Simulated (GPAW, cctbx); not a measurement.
# How far are the atoms of (KCl)2(SnTe)2 from free atoms?

Question: by how much does bonding change the X-ray structure factors of (KCl)2(SnTe)2, how firmly does DFT give the change, and what does a routine refinement make of it?

The cell is a (KCl)2(SnTe)2 superlattice along [001] of the rock-salt type, started at the mean lattice constant and relaxed freely, with no substrate. All numbers below are calculated.

**1. Relax the structure**

The density hangs on the geometry, so cell and atoms are relaxed first, with the symmetry held. The cutoff is set higher than for the density because stress converges slowly with plane waves.

Settings: GPAW 26.7.0, PBE, 570 eV, 5×5×2 k-points (along the axes of the calculation cell), Fermi–Dirac width 0.1 eV, BFGS to 0.03 eV/Å.

```text
cell
1.0
     4.521947866    0.000000000    0.000000000
     0.000000000    4.521947866    0.000000000
     0.000000000    0.000000000   12.790000000
K Cl Sn Te
2 2 2 2
Direct
0.500000000 0.000000000 0.875000000
0.000000000 0.500000000 0.125000000
0.000000000 0.500000000 0.875000000
0.500000000 0.000000000 0.125000000
0.500000000 0.000000000 0.375000000
0.000000000 0.500000000 0.625000000
0.000000000 0.500000000 0.375000000
0.500000000 0.000000000 0.625000000
```

```console
$ OMP_NUM_THREADS=1 mpirun -n 4 gpaw python run.py > gpaw.log
```

```text
BFGS:    0      -28.985076        0.712055
BFGS:    1      -29.009852        0.656800
BFGS:    2      -29.171906        0.250152
BFGS:    3      -29.174324        0.265964
...
BFGS:   12      -29.225045        0.053390
BFGS:   13      -29.226739        0.038579
BFGS:   14      -29.227429        0.011600
cell  4.5317 4.5317 13.3326  90.00 90.00 90.00
volume 273.803 A^3, largest force 0.011 eV/A, largest stress 0.02 GPa
```

After 14 steps the volume has changed by +4.7 % and the energy by -0.242 eV; the largest stress left is 0.02 GPa. It took 4.9 min on 4 cores of Intel(R) Xeon(R) Platinum 8488C (Sapphire Rapids) (shared host), peak memory 1.7 GiB.

Relaxed structure: P4/nmm (no. 129, origin choice 1), a = 4.5317 Å, b = 4.5317 Å, c = 13.3326 Å, α = 90.00°, β = 90.00°, γ = 90.00°.

```csv
atom,mult.,x,y,z
Te1,2,0,1/2,0.3853
Sn1,2,1/2,0,0.3913
K1,2,1/2,0,0.8846
Cl1,2,0,1/2,0.8776
```

**2. The all-electron density**

X-rays see the whole electron density, so the PAW density is rebuilt with its core regions. Subtracting spherical free atoms from the same code cancels the cores and leaves the deformation density Δρ, the part due to bonding.

Settings: PBE, 450 eV, 6×6×2 k-points (along the axes of the calculation cell), Fermi–Dirac width 0.1 eV; primitive cell of 8 atoms.

```console
$ OMP_NUM_THREADS=1 mpirun -n 4 gpaw python run.py > gpaw.log
```

```text
|iter:   1|       0s |  -30.241200 | -0.17 |       |
|iter:   2|       3s |  -29.975574 | -1.66 | -1.32 |
|iter:   3|       5s |  -29.087962 | -1.38 | -1.36 |
...
|iter:   8|      16s |  -29.089688c| -5.99 | -3.55 |
|iter:   9|      19s |  -29.089692c| -6.95 | -4.08c|
|iter:  10|      20s |  -29.089693c| -7.74c| -4.70c|
```

```text
grid (48, 48, 140)  electrons 276.000  moved by bonding 1.487 e
deformation density beyond 0.5 A of the nuclei: max 0.066, min -0.043 e/A^3
atom        x       y       z   Voronoi charge  moment
Te1    0.0000  0.5000  0.3853     -0.175       0.00
Te2    0.5000  0.0000  0.6147     -0.175       0.00
Sn3    0.5000  0.0000  0.3913      0.223       0.00
Sn4    0.0000  0.5000  0.6087      0.223       0.00
K 5    0.5000  0.0000  0.8846      0.252       0.00
K 6    0.0000  0.5000  0.1154      0.252       0.00
Cl7    0.0000  0.5000  0.8776     -0.300       0.00
Cl8    0.5000  0.0000  0.1224     -0.300       0.00
mean inner potential of superposed free atoms 12.353 V
total magnetic moment 0.000 muB
```

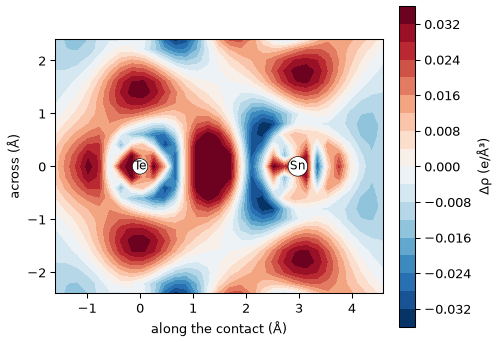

Deformation density in a plane through the shortest contact of the Te atom at the origin; red gains electrons, blue loses them.

Cl gains most (-0.30 e) and K loses most (+0.25 e), as electronegativity suggests. Such charges fall far short of formal ones, since overlapping free atoms already put density on their neighbours. Along the shortest contact from the Te atom at the map's origin, Te–Sn at 2.98 Å, Δρ is +0.06 e/Å³ at the midpoint and highest, +0.07, 1.32 Å from Te (points within 0.5 Å of a nucleus left out): a modest build-up. At the midpoints of other shortest contacts it is +0.01 (K–Cl, 3.17 Å) e/Å³. Point values carry grid noise of about 0.01 e/Å³. The run needed 10 iterations, 33 s.

**3. From the density to structure factors**

The Fourier components of Δρ, added to those of the free atoms, give the static X-ray structure factors; the Mott–Bethe relation turns them into the Fourier components V of the potential that fast electrons feel.

```text
static structure factors of the conventional cell: F in electrons, V (Mott-Bethe) in volts
   h  k  l      d  |F| table  |F| free   |F| DFT   change   |V| free  |V| DFT  change %
   0  0  1 13.3326   102.065   102.045   101.934   -0.111     2.387    2.717     13.8
   0  0  2  6.6663    37.530    37.542    37.620    0.078     1.437    1.379     -4.0
   0  0  3  4.4442    56.214    56.233    55.980   -0.254     1.087    1.171      7.7
   1  0  1  4.2906     5.961     5.996     5.860   -0.136     0.327    0.369     12.8
   1  0  2  3.7477     1.387     1.393     2.091    0.698     0.020    0.144        -
   0  0  4  3.3331   222.883   222.985   223.702    0.717     7.455    7.322     -1.8
   1  1  0  3.2044   231.686   231.792   232.340    0.548     7.599    7.505     -1.2
   1  0  3  3.1730     2.525     2.543     2.397   -0.147     0.191    0.216     13.0
   1  1  1  3.1157    91.168    91.217    90.969   -0.248     1.890    1.930      2.1
   1  1  2  2.8881    32.591    32.603    32.641    0.039     0.959    0.954     -0.6
   1  0  4  2.6851    16.127    16.113    16.028   -0.086     0.475    0.486      2.2
   0  0  5  2.6665   111.141   111.171   110.881   -0.290     2.225    2.260      1.6
   1  1  3  2.5992    52.126    52.135    52.028   -0.107     0.836    0.848      1.4
   1  1  4  2.3100   199.398   199.485   199.421   -0.064     5.680    5.686      0.1
```

The largest X-ray change is +0.72 e on 004, 0.3 % of |F|. For electrons V goes as (Z − F)/g², so a change of F counts against Z − F, which is small at low angle and wherever the atoms' terms cancel: |V| of 001 moves by +13.8 % (2.39 to 2.72 V) against -0.1 % in |F|. The last three rows still change by up to 0.29 e; the table stops while the angles are still low. The tabulated Hartree–Fock atoms differ from the free DFT atoms by up to 0.11 e, so the choice of reference atom matters too.

**4. Which functional?**

The same geometry is run with other functionals, to see whether the bonding signal is larger than the spread between approximations. Free atoms are LDA for LDA and PBE otherwise; meta-GGAs and hybrids keep PBE cores. Any other changed setting is in the row's label.

| run | ΔF 004 (e) | ΔF 102 (e) | ΔF 110 (e) | q(Cl) (e) | moved (e) | time |
| --- | --- | --- | --- | --- | --- | --- |
| PBE | +0.717 | +0.698 | +0.548 | -0.300 | 1.487 | 33 s |
| LDA | +0.618 | +0.648 | +0.461 | -0.282 | 1.371 | 28 s |
| SCAN | +0.760 | +0.690 | +0.576 | -0.313 | 1.540 | 73 s |

At the base's settings ΔF(004) spans +0.618 to +0.760 e, a spread of 20 % of the PBE value; over the three listed reflections the spread is at most 21 %, so sign and size hold across the functionals. Times are from shared hosts.

**5. What a spherical-atom refinement makes of it**

Routine crystallography fits spherical atoms. To see the bias, intensities are simulated from tabulated atoms plus the DFT change ΔF, so that bonding alone can misfit (17718 reflections of the full sphere, merged to the counts below, to 0.4 Å, 0.5 % proportional noise plus counting noise, assumed isotropic U as listed, Δρ smeared by the mean U) and refined with cctbx over different ranges.

```csv
range,data,R1,GooF,U Te1 (true 0.0072),U Sn1 (true 0.0073),U K1 (true 0.0103),U Cl1 (true 0.0106),largest shift (Å),"Δρ max, min (e/Å³)"
all data,1387,0.0053,0.93,0.0072,0.0073,0.0103,0.0106,0.0003,"0.44, -0.39"
"low resolution, d > 0.84",182,0.0030,0.95,0.0072,0.0073,0.0104,0.0106,0.0005,"0.12, -0.15"
"high order, d < 0.75",1139,0.0066,0.93,0.0072,0.0073,0.0103,0.0106,0.0003,"0.43, -0.37"
"occupancies free, d > 0.7",302,0.0031,0.92,0.0072,0.0073,0.0104,0.0108,0.0003,"0.14, -0.18"
```

With all data GooF is 0.93, so at this noise the bonding hardly shows; the top residual peak lies 0.66 Å from Cl and 2.51 Å from K. No U is off by more than 3 s.u. at low resolution. With Te1 held at 1 and the scale free, the other occupancies refine to Sn1 1.000(0.001), K1 1.001(0.002) and Cl1 1.003(0.002), within three s.u. of full.

**6. Answer**

Bonding moves 1.49 e in the primitive cell of (KCl)2(SnTe)2 and changes the structure factors of the conventional cell in the table above by at most 0.72 e (004, 0.3 %), and among reflections above 2 % of the strongest by up to 2.3 % (101). The shortest bond, Te–Sn, has Δρ = +0.06 e/Å³ at its midpoint. At the base's settings ΔF(004) spans +0.618 to +0.760 e, a spread of 20 % of the PBE value; over the three listed reflections the spread is at most 21 %, so sign and size hold across the functionals. With all data GooF is 0.93, so at this noise the bonding hardly shows. Limits: static density, frozen cores, no spin–orbit coupling.

[Outputs are excerpts: Python notices, other lines and further rows are left out; steps that failed or that the build refused (PBEsol, TPSS) are not shown.]

[Logs are printed without paths, hosts, clocks, repeated set-up lines and the standing remarks that a program may print on its own settings, such as how far it seeks lower states.]
